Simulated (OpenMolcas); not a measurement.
**Multiconfigurational calculation: Mn²⁺ complex (part 2 of 2)**

Continued. System: Mn²⁺ with 6 ligands (F; octahedron, 2.234 Å), embedded in LiF by model potentials and point charges, whose field is part of the energies. Method: state-averaged CASSCF, active space 5 electrons in the shell 3d, basis ANO-RCC-VDZP on the metal and ANO-RCC-VDZP on the ligands, DKH2 scalar Hamiltonian, spin-orbit coupling by RASSI with atomic mean-field integrals (OpenMolcas).

Output (extracts), continued:
```
--- RASSI ---
SPIN-FREE ENERGIES:
  (Shifted by EMIN (a.u.) =      -1757.3700525578)

 SF State       Relative EMIN(au)   Rel lowest level(eV)    D:o, cm**(-1)

     1             0.0000000000        0.0000000000              0.0000
     2             0.1210065691        3.2927564895          26557.8721
     3             0.1210065691        3.2927564895          26557.8721
     4             0.1210065696        3.2927565025          26557.8722
     5             0.1366855785        3.7194040707          29999.0170
     6             0.1366855785        3.7194040707          29999.0170
     7             0.1366855785        3.7194040707          29999.0170
     8             0.1420239507        3.8646685782          31170.6542
     9             0.1420239507        3.8646685782          31170.6542
    10             0.1421049042        3.8668714367          31188.4215
    26             0.1675062286        4.5580766844          36763.3678
    27             0.1675062286        4.5580766844          36763.3678
    28             0.1675062286        4.5580766844          36763.3678
    11             0.1688648734        4.5950472924          37061.5558
    12             0.1688648734        4.5950472924          37061.5558
    13             0.1688648739        4.5950473067          37061.5559
    14             0.1770126575        4.8167597930          38849.7877
    15             0.1770126575        4.8167597930          38849.7877
    16             0.1829012148        4.9769956006          40142.1767
    17             0.1829012153        4.9769956131          40142.1768
    18             0.1829012153        4.9769956131          40142.1768
    29             0.1839434838        5.0053571861          40370.9283
    30             0.1857134014        5.0535190962          40759.3803
    31             0.1857134014        5.0535190962          40759.3803
    32             0.1857134014        5.0535190962          40759.3803
    33             0.1901078212        5.1730973510          41723.8440
    34             0.1901078212        5.1730973510          41723.8440
    35             0.1901078212        5.1730973510          41723.8440
    36             0.1955377321        5.3208527530          42915.5717
    37             0.1955377321        5.3208527530          42915.5717
    38             0.2015541739        5.4845684762          44236.0280
    39             0.2137341623        5.8160028438          46909.2265
    40             0.2137341623        5.8160028438          46909.2265
    41             0.2137341623        5.8160028438          46909.2265
    42             0.2170620053        5.9065580644          47639.6036
    43             0.2170620053        5.9065580644          47639.6036
    44             0.2242275048        6.1015412413          49212.2490
    45             0.2242275048        6.1015412413          49212.2490
    46             0.2242275048        6.1015412413          49212.2490
    47             0.2368100924        6.4439308910          51973.8077
Eigenvalues of complex Hamiltonian:
   -----------------------------------
  (Shifted by EMIN (a.u.) =      -1757.3700525578)

 SO State       Relative EMIN(au)   Rel lowest level(eV)    D:o, cm**(-1)

     1            -0.0000685757        0.0000000000              0.0000
     2            -0.0000685757        0.0000000000              0.0000
     3            -0.0000685738        0.0000000516              0.0004
     4            -0.0000685738        0.0000000516              0.0004
     5            -0.0000685738        0.0000000516              0.0004
     6            -0.0000685738        0.0000000516              0.0004
     7             0.1207225894        3.2868950482          26510.5964
     8             0.1207225894        3.2868950482          26510.5964
     9             0.1207810605        3.2884861276          26523.4293
    10             0.1207810605        3.2884861276          26523.4293
    11             0.1207810607        3.2884861340          26523.4294
    12             0.1207810607        3.2884861340          26523.4294
    13             0.1210014532        3.2944833195          26571.8000
    14             0.1210014532        3.2944833195          26571.8000
    15             0.1210014535        3.2944833256          26571.8000
    16             0.1210014535        3.2944833256          26571.8000
    17             0.1211720171        3.2991245984          26609.2344
    18             0.1211720171        3.2991245984          26609.2344
    19             0.1361345931        3.7062770345          29893.1403
    20             0.1361345931        3.7062770345          29893.1403
    21             0.1364177009        3.7139807897          29955.2752
    22             0.1364177009        3.7139807897          29955.2752
    23             0.1364177009        3.7139807893          29955.2752
    24             0.1364177009        3.7139807893          29955.2752
    25             0.1368766423        3.7264692205          30056.0012
    26             0.1368766423        3.7264692205          30056.0012
    27             0.1368935283        3.7269287123          30059.7073
    28             0.1368935283        3.7269287123          30059.7073
    29             0.1368935283        3.7269287128          30059.7073
    30             0.1368935283        3.7269287128          30059.7073
    31             0.1419357077        3.8641334024          31166.3377
    32             0.1419357077        3.8641334024          31166.3377
    33             0.1419450155        3.8643866822          31168.3806
    34             0.1419450155        3.8643866822          31168.3806
    35             0.1419450157        3.8643866871          31168.3806
    36             0.1419450157        3.8643866871          31168.3806
    37             0.1419735263        3.8651625013          31174.6380
    38             0.1419735263        3.8651625013          31174.6380
    39             0.1420349152        3.8668329771          31188.1113
    40             0.1420349152        3.8668329771          31188.1113
    41             0.1420349154        3.8668329819          31188.1113
Weights of the five most important spin-orbit-free states for each spin-orbit state.

 SO State  Total energy (au)           Spin-free states, spin, and weights
 -------------------------------------------------------------------------------------------------------
    1        -0.000069       1 2.5  0.9995    4 1.5  0.0001    2 1.5  0.0001    3 1.5  0.0001   18 1.5  0.0001
    2        -0.000069       1 2.5  0.9995    2 1.5  0.0001    4 1.5  0.0001    3 1.5  0.0001   17 1.5  0.0001
    3        -0.000069       1 2.5  0.9995    2 1.5  0.0001    4 1.5  0.0001   17 1.5  0.0001   18 1.5  0.0001
    4        -0.000069       1 2.5  0.9995    3 1.5  0.0001   16 1.5  0.0001    4 1.5  0.0001   18 1.5  0.0001
    5        -0.000069       1 2.5  0.9995    3 1.5  0.0001   16 1.5  0.0001    4 1.5  0.0001   18 1.5  0.0001
    6        -0.000069       1 2.5  0.9995    2 1.5  0.0001   17 1.5  0.0001    4 1.5  0.0000   18 1.5  0.0000
    7         0.120723       2 1.5  0.3321    3 1.5  0.3321    4 1.5  0.3321   28 0.5  0.0007   27 0.5  0.0007
    8         0.120723       2 1.5  0.3321    3 1.5  0.3321    4 1.5  0.3321   28 0.5  0.0007   27 0.5  0.0007
    9         0.120781       2 1.5  0.4730    3 1.5  0.4293    4 1.5  0.0952   28 0.5  0.0005   12 1.5  0.0003
   10         0.120781       2 1.5  0.4730    3 1.5  0.4293    4 1.5  0.0952   28 0.5  0.0005   12 1.5  0.0003
   11         0.120781       4 1.5  0.5698    3 1.5  0.2357    2 1.5  0.1920   26 0.5  0.0004   27 0.5  0.0003
   12         0.120781       4 1.5  0.5698    3 1.5  0.2357    2 1.5  0.1920   26 0.5  0.0004   27 0.5  0.0003
```

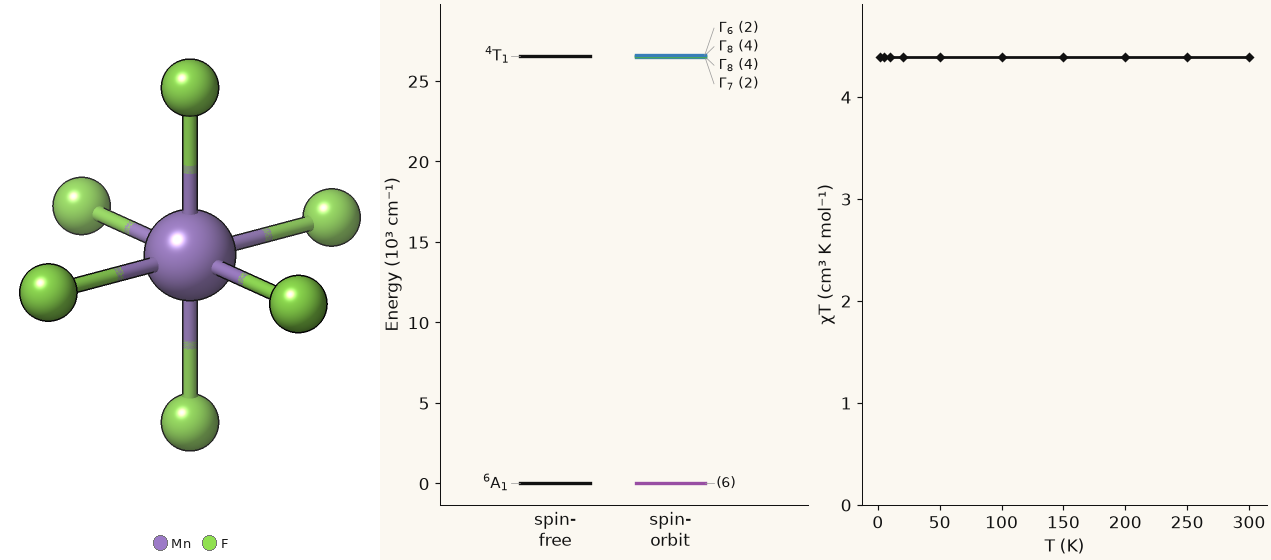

Figure 1. Mn²⁺ (3d⁵) as a dopant in LiF, a cluster with its 6 nearest F⁻ at 2.234 Å (octahedron) embedded in model potentials and point charges; the geometry was set, not optimised, and its levels and susceptibility. Labels give the representation in O, Td, D4 or D3 as the site allows (double group for half-integer spin) where it could be assigned and, in brackets, the degeneracy; spin-free states, where drawn, share the zero of the spin-orbit levels. Powder susceptibility by Van Vleck's formula. The ground level is 6-fold degenerate, 100 % from states of spin multiplicity 6. The next level lies at 26,500 cm⁻¹ (Γ₇). The lowest spin-free state is ⁶A₁, from the free-ion S term. A ligand-field fit to the spin-free states gives |10Dq| = 7,080 cm⁻¹, B = 1,080 and C = 4,040 cm⁻¹ (rms misfit 80 cm⁻¹). χT is 4.39 cm³ K mol⁻¹ at 2 K and 4.39 at 300 K, an effective moment of 5.92 μB. The active orbitals hold 96 to 99 % metal character (Löwdin), and the Mulliken charge of the metal is +1.28.

Outcome of the run: converged.
